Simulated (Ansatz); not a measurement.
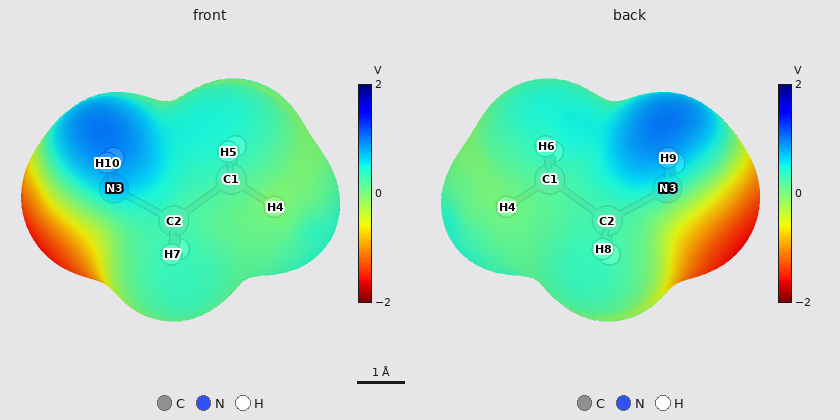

Figure 1: C2H7N (SMILES CCN). The electrostatic potential painted on the density surface at 0.001 e/bohr³, seen from the front and from behind; the colour scale runs from red (negative) to blue (positive).

Geometry: PBE0-D4/def2-TZVP.

All numbers below come from RKS PBE0-D4/def2-TZVPP in Ansatz.

```yaml
atoms:
  - { symbol: C, position_ang: [-0.7860, 0.4930, -0.5211] }
  - { symbol: C, position_ang: [0.0791, -0.6527, -0.0180] }
  - { symbol: N, position_ang: [1.1968, -0.2749, 0.8314] }
  - { symbol: H, position_ang: [-1.6034, 0.1309, -1.1516] }
  - { symbol: H, position_ang: [-0.1948, 1.1986, -1.1124] }
  - { symbol: H, position_ang: [-1.2270, 1.0455, 0.3139] }
  - { symbol: H, position_ang: [0.4809, -1.2115, -0.8693] }
  - { symbol: H, position_ang: [-0.5393, -1.3628, 0.5404] }
  - { symbol: H, position_ang: [0.8642, 0.2210, 1.6502] }
  - { symbol: H, position_ang: [1.8127, 0.3618, 0.3395] }
```

**Describe the electrostatic potential map.**

The most negative region (about −1.6 V) lies over N3, the most positive (about +1.0 V) over H9 and H10. N3 is the likeliest acceptor of a hydrogen bond.
